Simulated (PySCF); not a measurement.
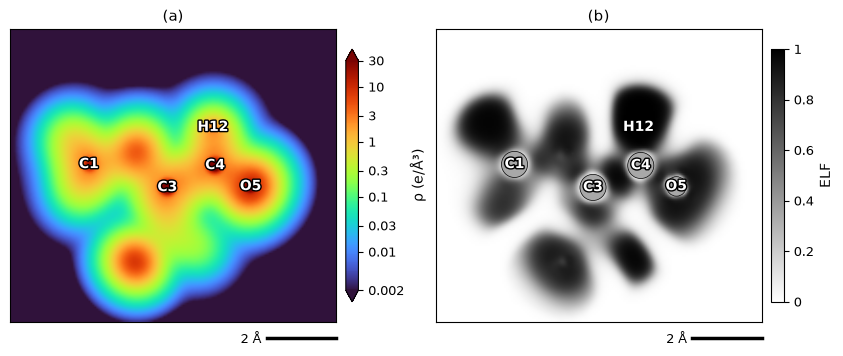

*C$_{4}$H$_{7}$FO$_{2}$. (a) electron density; (b) electron localisation function on the plane of atoms C3, C4 and O5. Grey discs cover the atomic cores in the ELF map.*

Geometry: GFN2-xTB.

Computed with PBE0/pcSseg-1, SCF density, gas phase, non-relativistic in PySCF.

```yaml
atoms:
  - { symbol: C, position_ang: [1.8945, -0.4436, 0.1691] }
  - { symbol: O, position_ang: [0.8474, -0.1766, -0.7407] }
  - { symbol: C, position_ang: [-0.2889, 0.4137, -0.1631] }
  - { symbol: C, position_ang: [-1.1373, 0.9679, -1.2926] }
  - { symbol: O, position_ang: [-2.2999, 1.2343, -1.2082] }
  - { symbol: C, position_ang: [-1.1211, -0.5344, 0.7124] }
  - { symbol: F, position_ang: [-0.6486, -0.5624, 2.0006] }
  - { symbol: H, position_ang: [2.2252, 0.4753, 0.6664] }
  - { symbol: H, position_ang: [1.5999, -1.1716, 0.9300] }
  - { symbol: H, position_ang: [2.7094, -0.8503, -0.4255] }
  - { symbol: H, position_ang: [0.0046, 1.2757, 0.4669] }
  - { symbol: H, position_ang: [-0.5559, 1.1086, -2.2190] }
  - { symbol: H, position_ang: [-2.1555, -0.1807, 0.7568] }
  - { symbol: H, position_ang: [-1.0745, -1.5563, 0.3246] }
```

Interpret the plot.

The section cuts through C, O and H sites. C–O (1.20 Å): ρ is about 3.4 e/Å³ halfway; the ELF peaks at about 0.85 between the atoms; a short, multiple covalent bond. C–C (1.52 Å): the density is about 1.7 e/Å³ at the midpoint; the ELF peaks at about 0.95 between the atoms, as expected for localised, covalent bonding. C–H (1.10 Å): ρ is about 2 e/Å³ halfway; the ELF climbs to about 1 towards the hydrogen, as it does in any bond to H: an ordinary covalent bond to hydrogen. The ELF also peaks beside F7, O5 and O2, away from the bonds: lone-pair regions.
